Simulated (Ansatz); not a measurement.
# Cl$_{2}$H$_{4}$NO$_{2}$Ta: what the fields show

Input file:

```
crystal:
  periodic: [false, false, false]
  atoms:
    - { symbol: Ta, position_ang: [0.0, 0.0, 0.0] }
    - { symbol: Cl, position_ang: [2.47, 0.0, 0.0] }
    - { symbol: O, position_ang: [0.0, 0.0, 2.02] }
    - { symbol: H, position_ang: [-0.2547, -0.9174, 2.3571] }
    - { symbol: "N", position_ang: [0.0, 0.0, -2.16] }
    - { symbol: H, position_ang: [-0.6116, -0.6845, -2.69] }
    - { symbol: H, position_ang: [0.6116, 0.6845, -2.69] }
    - { symbol: Cl, position_ang: [-1.235, 2.139, 0.0] }
    - { symbol: O, position_ang: [-1.01, -1.7493, 0.0] }
    - { symbol: H, position_ang: [-1.6563, -1.7655, 0.776] }
basis:
  gaussian: { orbitals: def2-SVP }
hamiltonian:
  xc: hf
relax:
  f_tol: 0.02
  max_steps: 40
output:
  orbitals: {}
```

Launched as:

```sh
ansatz run input.yaml --threads 2 --pin off --max-ram 3072MiB --backend cpu --events-out ev --progress --plain --runs-dir out
```

The fields are those of the run's last geometry, not of the input's.

Core potentials replace the inner electrons of Ta.

These are results of Ansatz 0.2.0, RHF/def2-SVP, not measurements.

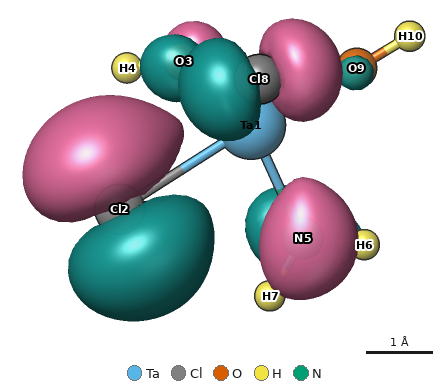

Figure 1. The HOMO−1 at ±0.1 Å⁻³ᐟ² (teal and pink are the two phases), seen across its widest extent.

### Describe this orbital and give its energy.

It lies mainly on Cl2 (about 65 %), N5 (about 10 %) and Cl8 (about 10 %). Its energy is −11.69 eV.

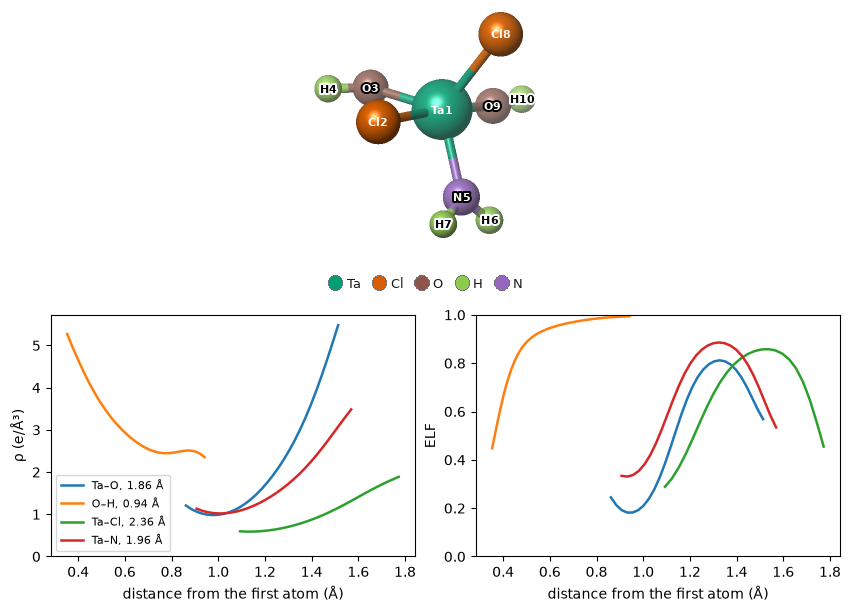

Figure 2. Electron density and ELF along straight lines between neighbouring atoms. The curves leave out the atomic cores. The structure is drawn too.

### Compare the contacts.

Ta–O (1.86 Å): ρ at the midpoint is about 1 e/Å³; the ELF peaks at about 0.80 in the valence shell of O, 0.5 Å from its nucleus, and drops to about 0.20 between the two atoms.
O–H (0.94 Å): ρ is about 3.9 e/Å³ halfway; the ELF climbs to about 1 towards the hydrogen, as it does in any bond to H: an ordinary covalent bond to hydrogen.
Ta–Cl (2.36 Å): ρ is about 0.6 e/Å³ halfway; the ELF peaks at about 0.85 in the valence shell of Cl, 0.8 Å from its nucleus, and is about 0.40 at the midpoint.
Ta–N (1.96 Å): ρ at the midpoint is about 1 e/Å³; the ELF peaks at about 0.90 in the valence shell of N, 0.6 Å from its nucleus, and is about 0.35 at the midpoint.

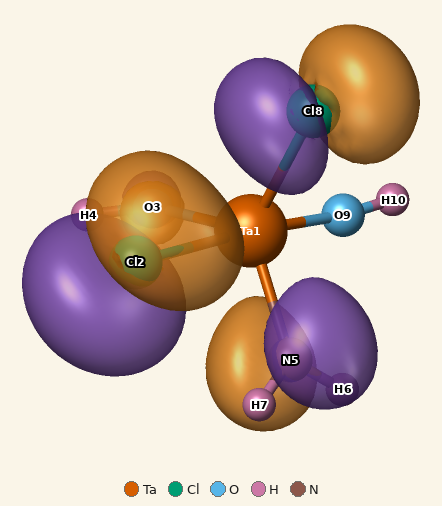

Figure 3. The HOMO at ±0.08 Å⁻³ᐟ² (orange and purple are the two phases), seen at a tilt.

### What is the character of this orbital?

By Hirshfeld shares it lies mainly on Cl2 (about 55 %), Cl8 (about 20 %) and N5 (about 15 %). Its energy is −11.33 eV.
